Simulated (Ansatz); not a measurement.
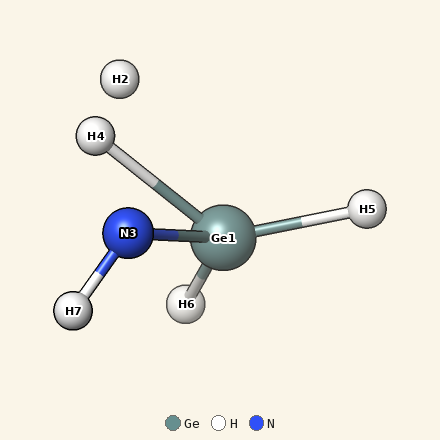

The system is the reacting system GeH₅N (fragments GeH₅N where the first distance is long, GeH₃N + H₂ where the second is long); the picture shows the reference structure. First axis: distance H2–H4 (bond that forms). Second axis: distance N3–H4 (bond that breaks). Relaxed at each point: all other coordinates. The grid has 7 × 7 points. Points are written as (first, second). Energies: eV, counted from the lowest grid point. Energies and slopes of some neighbouring points disagree (a jump in structure or state, or too coarse a mesh). The reference is spin-restricted, so regions where a bond is pulled apart into radicals lie too high. Computed with Ansatz, RKS PBE0-D4/def2-TZVP.

Its coordinates:

```tsv
atom	x (Å)	y (Å)	z (Å)
Ge	-0.6691	-0.1224	0.1895
H	0.8642	0.8250	1.0407
N	0.6056	0.1335	-1.0772
H	1.0717	0.5242	0.1277
H	-1.9568	0.7279	0.2188
H	-0.8287	-1.3851	1.0674
H	0.9130	-0.7032	-1.5670
```

Range: distance H2–H4 (bond that forms) from 0.666 to 1.866 Å; distance N3–H4 (bond that breaks) from 0.918 to 2.418 Å.

Predict the map.

Answer. The lowest grid point is at (1.866 Å, 1.078 Å). It lies at the edge of the scanned range, so the true minimum may lie outside. The highest grid point, (1.866 Å, 2.418 Å), lies 5.40 eV above the lowest.

```tsv
second ↓, first →	0.666	0.794	0.970	1.171	1.389	1.621	1.866
2.418	2.07	1.95	2.46	3.37	4.40	5.37	5.40
2.112	2.14	1.99	2.46	3.33	4.30	4.52	4.54
1.822	2.31	2.11	2.50	3.29	3.68	3.62	3.46
1.549	2.71	2.40	3.20	2.97	2.71	2.44	2.19
1.298	3.45	3.58	2.74	2.10	1.60	1.20	0.89
1.078	4.58	3.68	2.45	1.54	0.86	0.36	0.00
0.918	4.77	4.43	3.01	1.94	1.15	0.59	0.19
```

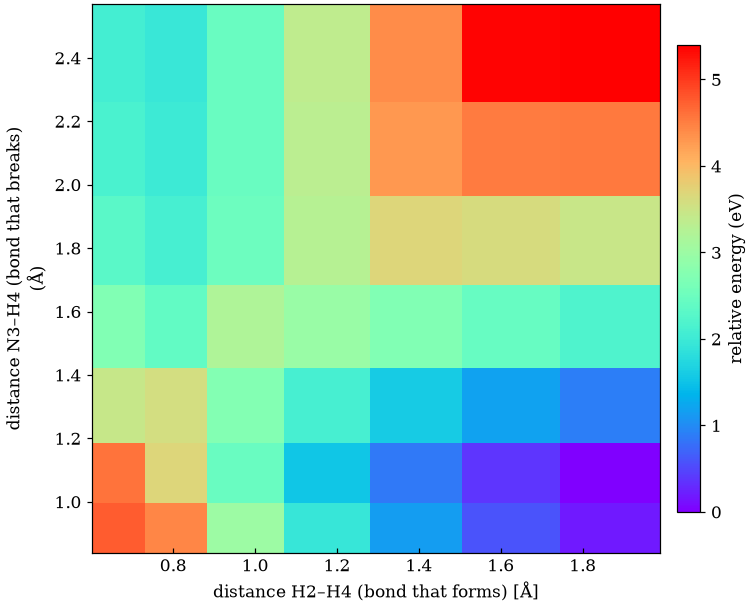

In the figure: one coloured cell a grid point.

Each point was launched as `ansatz run input.yaml --threads 1 --pin off --max-ram 2560MiB --backend cpu --events-out ev --progress --plain --runs-dir out`. The whole map (49 points run) took 22 min on 1 thread of Arm Neoverse V2, on a shared host.
